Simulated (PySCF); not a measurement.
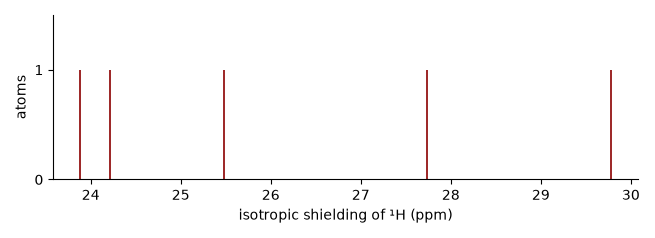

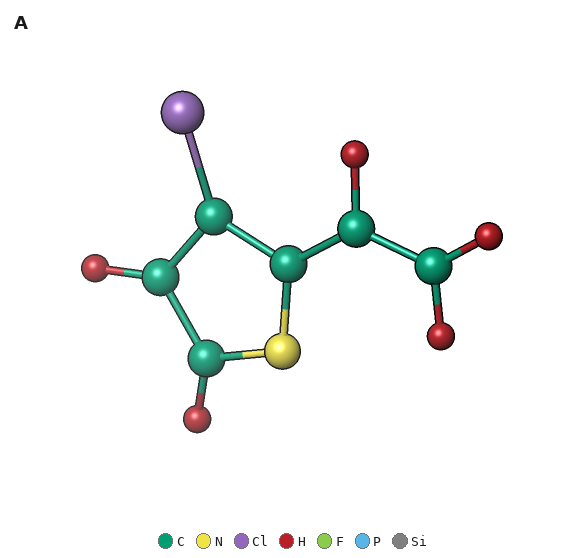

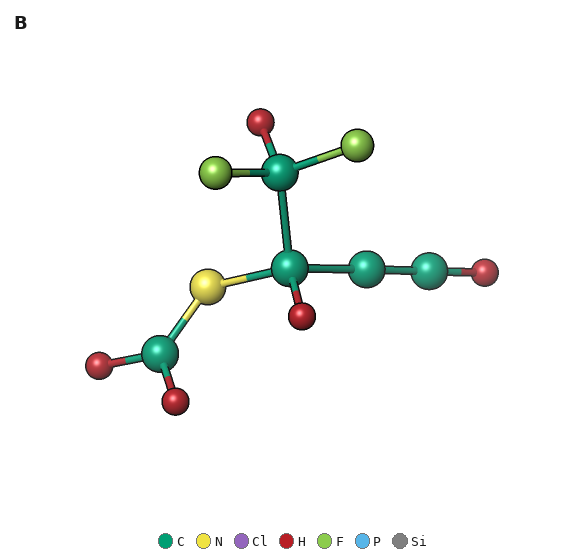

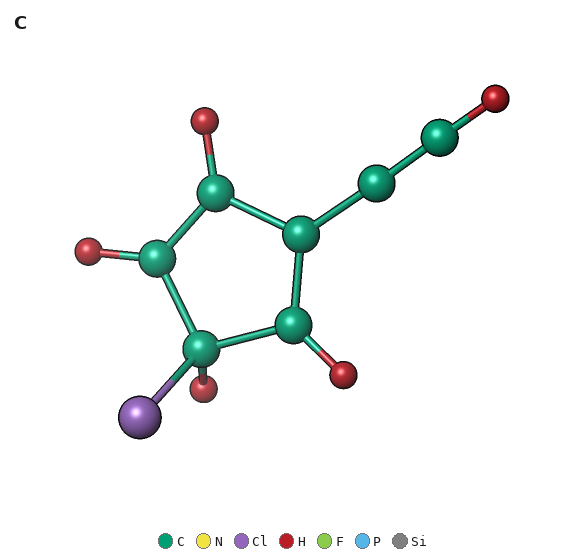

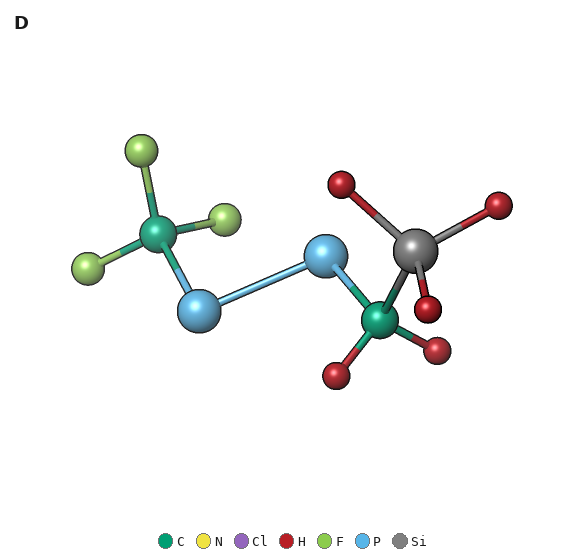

The sticks are computed shieldings of one of the molecules, for one fixed geometry (GFN2-xTB) without averaging over rotations. Low shielding means a high chemical shift. Method: GIAO PBE0/pcSseg-1 NMR shielding, non-relativistic, gas phase (PySCF 2.14.0).

> Match the spectrum to a structure.

B, `C#C[C@H](N=C)C(F)F`. Its 5 H atoms give lines at 23.88, 24.22, 25.48, 27.74, 29.78 ppm.
